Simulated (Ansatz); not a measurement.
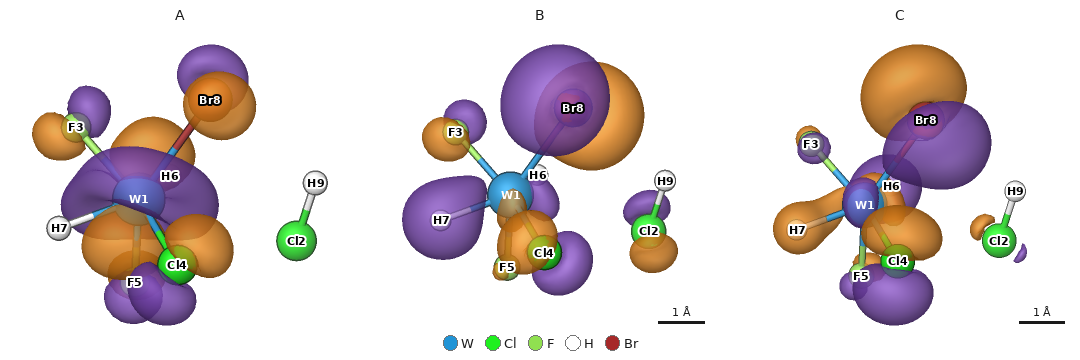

BrClF2H2W···HCl. Three frontier orbitals at ±0.1 Å⁻³ᐟ² (orange and purple are the two phases), in no order.

Core potentials replace the inner electrons of W.

Method: RKS PBE0-D4/def2-SVP (Ansatz).

```xyz
9

W     0.3456    0.3184   -0.2334
Cl   -0.4767    0.4345    2.8843
F     1.6425   -0.5463   -1.2464
Cl   -0.7109    2.3484   -0.0477
F    -1.3231   -0.4719   -0.0455
H     0.6350   -1.0135    0.7654
H    -0.1891    0.3761   -1.8290
Br    2.3391    1.3263    0.8528
H     0.6841    0.9672    3.0756
```

**Order the three orbitals by energy and name them.**

B is the HOMO−1 (−9.00 eV). By Hirshfeld shares it lies mainly on Br8 (about 60 %), W1 (about 10 %), H7 (about 10 %) and Cl4 (about 10 %). C is the HOMO (−8.57 eV). Its weight (Hirshfeld) is mainly on Br8 (about 60 %), Cl4 (about 20 %) and W1 (about 10 %). A is the LUMO (−4.30 eV). It lies mainly on W1 (about 65 %), Cl4 (about 10 %), Br8 (about 10 %) and F5 (about 5 %).

**What is the HOMO–LUMO gap?**

4.27 eV between the orbital energies.
